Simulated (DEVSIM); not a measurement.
Structure: abrupt Si p-n junction, at 300 K.

```csv
layer (left to right),material,thickness (μm),Nd (cm⁻³),Na (cm⁻³),τn (s),τp (s)
1,Si,71.0,-,5.3e16,1.9e-5,1.9e-5
2,Si,0.340,3.9e15,-,1.9e-5,1.9e-5
```

Left contact: ohmic. Right contact: ohmic. Voltage is applied to the left contact. Recombination: SRH at mid-gap. Mobility is μmin + (μ − μmin)/(1 + (N/Nref)^α).

Constants are typed, rounded textbook-type inputs, not results; the design itself was drawn at random and stands for no fabricated device. Values at 300 K.

```csv
parameter,Si
gap (eV),1.124
affinity (eV),4.05
permittivity,11.7
Nc (cm⁻³),2.86e19
Nv (cm⁻³),3.1e19
μn (cm²/Vs),1417
μp (cm²/Vs),470
"μn,min",52
"μp,min",45
"Nref,n",9.7e16
"Nref,p",2.2e17
αn,0.68
αp,0.72
```

DEVSIM, 1D drift-diffusion, Boltzmann statistics, complete ionisation; no tunnelling, impact ionisation, image-force lowering or self-heating.

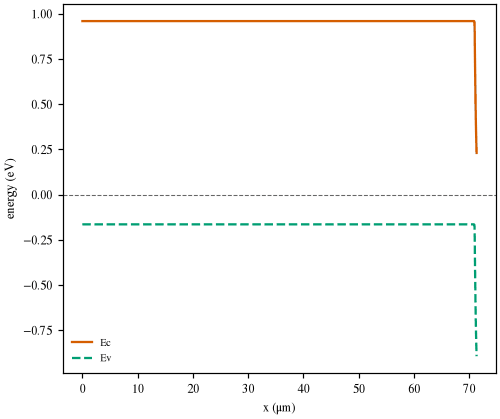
Figure. Band edges at zero bias

Energies count from the Fermi level of the right contact; mesh points crowd at the junctions.

```json
[
 {"x (μm)": "0.000", "Ec (eV)": "0.959", "Ev (eV)": "-0.165", "n (cm⁻³)": "2200", "p (cm⁻³)": "5.3e16", "field (V/cm)": "≈ 0"},
 {"x (μm)": "0.03029", "Ec (eV)": "0.959", "Ev (eV)": "-0.165", "n (cm⁻³)": "2200", "p (cm⁻³)": "5.3e16", "field (V/cm)": "≈ 0"},
 {"x (μm)": "0.1039", "Ec (eV)": "0.959", "Ev (eV)": "-0.165", "n (cm⁻³)": "2200", "p (cm⁻³)": "5.3e16", "field (V/cm)": "≈ 0"},
 {"x (μm)": "0.2652", "Ec (eV)": "0.959", "Ev (eV)": "-0.165", "n (cm⁻³)": "2200", "p (cm⁻³)": "5.3e16", "field (V/cm)": "≈ 0"},
 {"x (μm)": "0.8823", "Ec (eV)": "0.959", "Ev (eV)": "-0.165", "n (cm⁻³)": "2200", "p (cm⁻³)": "5.3e16", "field (V/cm)": "≈ 0"},
 {"x (μm)": "2.025", "Ec (eV)": "0.959", "Ev (eV)": "-0.165", "n (cm⁻³)": "2200", "p (cm⁻³)": "5.3e16", "field (V/cm)": "≈ 0"},
 {"x (μm)": "4.610", "Ec (eV)": "0.959", "Ev (eV)": "-0.165", "n (cm⁻³)": "2200", "p (cm⁻³)": "5.3e16", "field (V/cm)": "≈ 0"},
 {"x (μm)": "14.50", "Ec (eV)": "0.959", "Ev (eV)": "-0.165", "n (cm⁻³)": "2200", "p (cm⁻³)": "5.3e16", "field (V/cm)": "≈ 0"},
 {"x (μm)": "32.81", "Ec (eV)": "0.959", "Ev (eV)": "-0.165", "n (cm⁻³)": "2200", "p (cm⁻³)": "5.3e16", "field (V/cm)": "≈ 0"},
 {"x (μm)": "54.66", "Ec (eV)": "0.959", "Ev (eV)": "-0.165", "n (cm⁻³)": "2200", "p (cm⁻³)": "5.3e16", "field (V/cm)": "≈ 0"},
 {"x (μm)": "63.79", "Ec (eV)": "0.959", "Ev (eV)": "-0.165", "n (cm⁻³)": "2200", "p (cm⁻³)": "5.3e16", "field (V/cm)": "≈ 0"},
 {"x (μm)": "68.62", "Ec (eV)": "0.959", "Ev (eV)": "-0.165", "n (cm⁻³)": "2200", "p (cm⁻³)": "5.3e16", "field (V/cm)": "≈ 0"},
 {"x (μm)": "70.00", "Ec (eV)": "0.959", "Ev (eV)": "-0.165", "n (cm⁻³)": "2200", "p (cm⁻³)": "5.3e16", "field (V/cm)": "≈ 0"},
 {"x (μm)": "70.57", "Ec (eV)": "0.959", "Ev (eV)": "-0.165", "n (cm⁻³)": "2200", "p (cm⁻³)": "5.3e16", "field (V/cm)": "≈ 0"},
 {"x (μm)": "70.87", "Ec (eV)": "0.959", "Ev (eV)": "-0.165", "n (cm⁻³)": "2200", "p (cm⁻³)": "5.3e16", "field (V/cm)": "-62"},
 {"x (μm)": "70.96", "Ec (eV)": "0.946", "Ev (eV)": "-0.178", "n (cm⁻³)": "3600", "p (cm⁻³)": "3.2e16", "field (V/cm)": "-6700"},
 {"x (μm)": "71.00", "Ec (eV)": "0.892", "Ev (eV)": "-0.232", "n (cm⁻³)": "30000", "p (cm⁻³)": "3.9e15", "field (V/cm)": "-27000"},
 {"x (μm)": "71.02", "Ec (eV)": "0.814", "Ev (eV)": "-0.310", "n (cm⁻³)": "600000", "p (cm⁻³)": "1.9e14", "field (V/cm)": "-28000"},
 {"x (μm)": "71.10", "Ec (eV)": "0.611", "Ev (eV)": "-0.513", "n (cm⁻³)": "1.6e9", "p (cm⁻³)": "7.4e10", "field (V/cm)": "-23000"},
 {"x (μm)": "71.22", "Ec (eV)": "0.384", "Ev (eV)": "-0.740", "n (cm⁻³)": "1.0e13", "p (cm⁻³)": "1.2e7", "field (V/cm)": "-16000"},
 {"x (μm)": "71.30", "Ec (eV)": "0.277", "Ev (eV)": "-0.847", "n (cm⁻³)": "6.3e14", "p (cm⁻³)": "180000", "field (V/cm)": "-12000"},
 {"x (μm)": "71.34", "Ec (eV)": "0.230", "Ev (eV)": "-0.894", "n (cm⁻³)": "3.9e15", "p (cm⁻³)": "30000", "field (V/cm)": "-10000"}
]
```
